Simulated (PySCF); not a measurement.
# One shape, several levels: BH2Cl− (SMILES [BH2-]Cl)

Wanted: a comparison of 3 runs (U-wB97X-V/STO-6G, USVWN5/STO-6G, UCCSDT/STO-6G) of BH2Cl−. Input form: a Python script.

The results are computed with PySCF 2.14.0.

10 further runs of the same task are left out: 1 that didn't finish, 9 set aside as unsound or not needed.

### 1 The system as given

BH2Cl−: 4 atoms, total charge -1, spin state doublet. SMILES: `[BH2-]Cl`. The B1–H3 distance was set to 2.181 Å, away from the relaxed value. At this shape a bond of the SMILES string is far longer than usual.

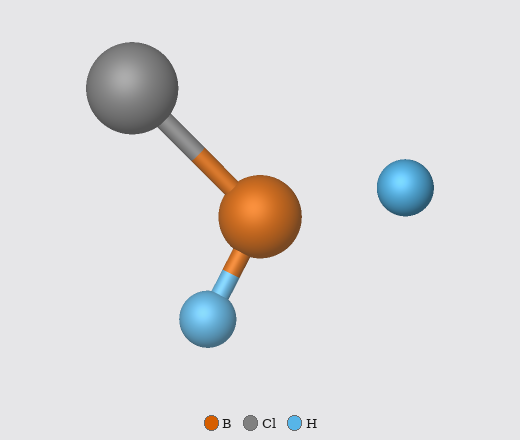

Viewed from a chosen angle; boron orange, chlorine grey, hydrogen blue.

### 2 The energy at U-wB97X-V/STO-6G (run 1)

The input, run.py:

```python
from pyscf import gto, dft

system = gto.M(
    atom=[
    ('B', (0.640212, 0.252244, -0.818768)),
    ('Cl', (2.103112, 0.508924, 0.403252)),
    ('H', (-0.963970, -0.752550, 0.264630)),
    ('H', (0.359492, 1.331064, -1.293608)),
],
    verbose=3,
    charge=-1,
    basis='sto-6g',
    max_memory=1860,
    spin=1,
)

myscf = dft.UKS(system, xc='wb97x-v')
myscf.grids.level = 5
myscf.nlcgrids.level = 1
myscf.conv_tol = 1e-10
myscf.kernel()
if not myscf.converged:
    myscf = myscf.newton().run(myscf.mo_coeff, myscf.mo_occ)

etot = myscf.e_tot
print('Final energy', etot)
```

Run with:

```sh
$ OMP_NUM_THREADS=1 python run.py
```

Log:

```text
WARN: HOMO -0.0390337929695531 >= LUMO -0.0390337929695542

converged SCF energy = -484.28714433699  <S^2> = 0.77054036  2S+1 = 2.020436
Final energy -484.28714433699014
```

It took 19 s on 1 thread of Arm Neoverse V2, shared host; peak memory 0.19 GiB.

### 3 A single-point energy at USVWN5/STO-6G (run 2)

The input, input.py:

```python
from pyscf import gto, dft

mol = gto.M(
    atom='B 0.640212 0.252244 -0.818768; Cl 2.103112 0.508924 0.403252; H -0.963970 -0.752550 0.264630; H 0.359492 1.331064 -1.293608',
    basis='sto-6g',
    charge=-1,
    max_memory=1860,
    verbose=3,
    spin=1,
)

mf = dft.UKS(mol, xc='svwn')
mf.conv_tol = 1e-10
mf.grids.level = 5
mf.kernel()
if not mf.converged:
    mf = mf.newton().run(mf.mo_coeff, mf.mo_occ)

e_tot = mf.e_tot
print(f'total energy: {e_tot:.8f} hartree')
```

Run with:

```sh
$ OMP_NUM_THREADS=1 python input.py
```

Log:

```text
converged SCF energy = -482.483856030946  <S^2> = 0.75733824  2S+1 = 2.0073248
total energy: -482.48385603 hartree
```

Run time: 2.2 s. Hardware: 1 thread of Arm Neoverse V2, shared host; peak memory 0.14 GiB.

### 4 The energy at UCCSDT/STO-6G (run 3)

The input, input.py:

```python
from pyscf import gto, scf, cc

mol = gto.M(
    atom='''
B    0.640212   0.252244  -0.818768
Cl   2.103112   0.508924   0.403252
H   -0.963970  -0.752550   0.264630
H    0.359492   1.331064  -1.293608
''',
    basis='sto-6g',
    spin=1,
    charge=-1,
    max_memory=1860,
    verbose=4,
)

calc0 = scf.UHF(mol)
calc0.conv_tol = 1e-10
calc0.kernel()
if not calc0.converged:
    calc0 = calc0.newton().run(calc0.mo_coeff, calc0.mo_occ)

mycc = cc.CCSDT(calc0, frozen=6)
mycc.kernel()
etot = mycc.e_tot
print('E = %.10f Eh' % etot)
```

Run with:

```sh
$ OMP_NUM_THREADS=1 python input.py
```

Log:

```text
PySCF version 2.14.0

[... 100 lines left out ...]
converged SCF energy = -483.48556416715  <S^2> = 1.1548447  2S+1 = 2.3705229
[... 21 lines left out ...]
WARN: A large `blksize_v_aab` is being used, which may cause large memory consumption
[... 39 lines left out ...]
UCCSDT converged
[... 3 lines left out ...]
E = -483.5595450749 Eh
```

Run time: 1.2 s. Hardware: 1 thread of Arm Neoverse V2, shared host; peak memory 0.1 GiB.

### 5 Overview of the runs

```tsv
run	level	nlc grid	integration grid	energy (Eh)	HOMO energy (eV)	LUMO energy (eV)	⟨S²⟩	wall time
1	U-wB97X-V/STO-6G	1	5	-484.287144	2.18	11.97	0.771	19 s
2	USVWN5/STO-6G	–	5	-482.483856	6.49	8.77	0.757	2.2 s
3	UCCSDT/STO-6G	–	–	-483.559545	1.58	15.21	1.155	1.2 s
```

### 6 Summary of results

| quantity | value |
| --- | --- |
| run 3: total energy | -483.55955 Eh |
| run 3: HOMO energy (Hartree–Fock orbitals) (highest over α and β) | 1.58 eV |
| run 3: LUMO energy (Hartree–Fock orbitals) (lowest over α and β) | 15.21 eV |
| run 3: correlation energy (6 core orbitals frozen) | -74.0 mEh |
| run 3: ⟨S²⟩ of the reference determinant | 1.155 |
| run 3: T1 diagnostic | 0.090 |

In words: Totals of different functionals can't be ranked against each other. In runs 1, 2, 3 the HOMO lies above zero, so the outermost electron may be held by the basis alone. In runs 1, 2, 3 the basis is minimal, so the values are rough. Spin contamination of the reference: run 3 ⟨S²⟩ = 1.15. All runs together took 22 s, the longest 19 s.
